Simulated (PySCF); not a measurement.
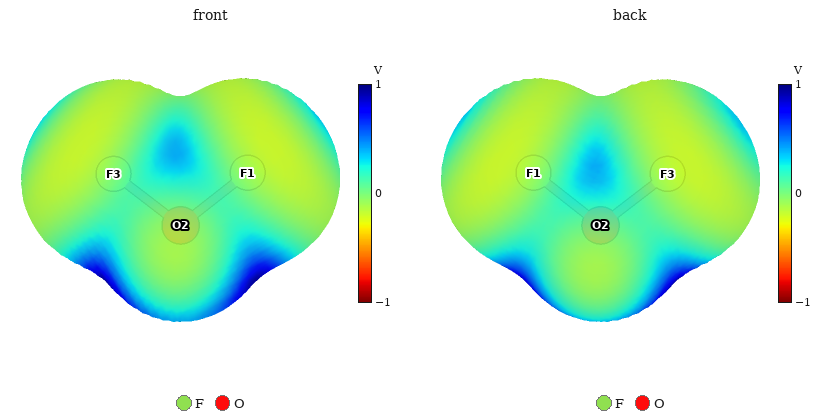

OF2 (SMILES FOF). The molecular electrostatic potential painted on the density surface at 0.002 e/bohr³, seen from the front and from behind; red is negative and blue positive.

Geometry: PBE0-D3(BJ)/def2-SVP.

The calculation used PySCF 2.14.0, PBE0/pcSseg-1, SCF density, gas phase, non-relativistic.

Q: Describe the electrostatic potential map.

A: The most negative region (about −0.2 V) lies over F1 and F3, the most positive (about +0.9 V) over O2.
